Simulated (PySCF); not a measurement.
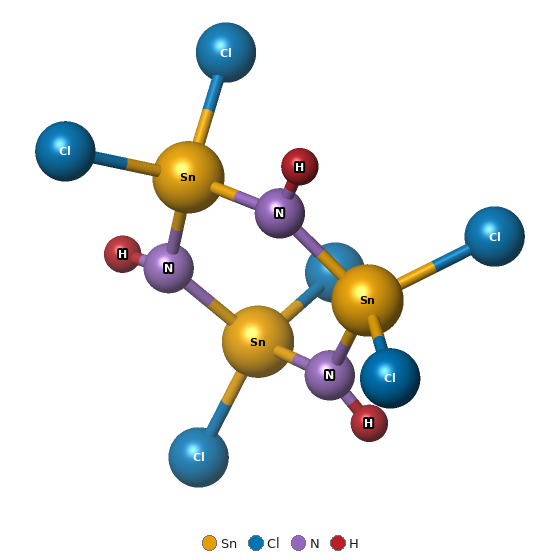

Structure of Sn₃N₃H₃Cl₆, singlet.

Simulated rotational absorption lines between 18 and 26 GHz at 1.5 K: rigid rotor with the equilibrium constants and dipole of one optimised conformer (PBE0-D3(BJ)/def2-SVP, PySCF), commonest isotopes; no centrifugal distortion, hyperfine structure, internal rotation or nuclear-spin weights; lines within 1 MHz of each other are summed.

What are the rotational constants, and what kind of rotor is it?

Answer. Rotational constants A, B, C = 0.1835, 0.1768, 0.1201 GHz; Ray's κ = 0.79, an asymmetric top on the oblate side.

Which dipole components drive the lines?

Answer.
|μa|, |μb|, |μc| = 0.07, 0.33, 0.74 D; c-type lines carry 78 % of the intensity in this range.

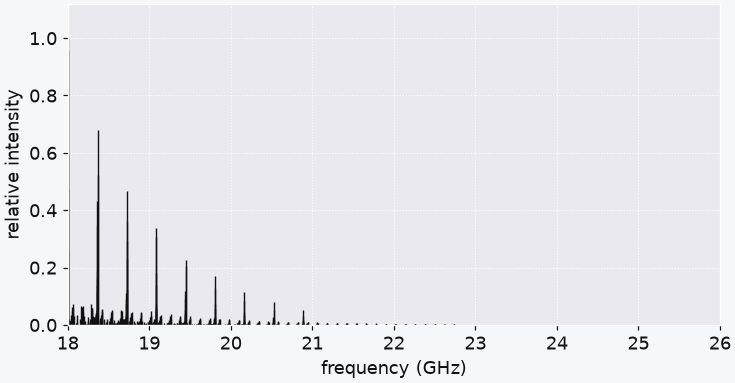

Known limits of this run: coarse grid, loose stop and no frequency check, small forces are noise and the end may be a saddle; effective core potentials, which hold scalar relativity, on atoms heavier than Kr.
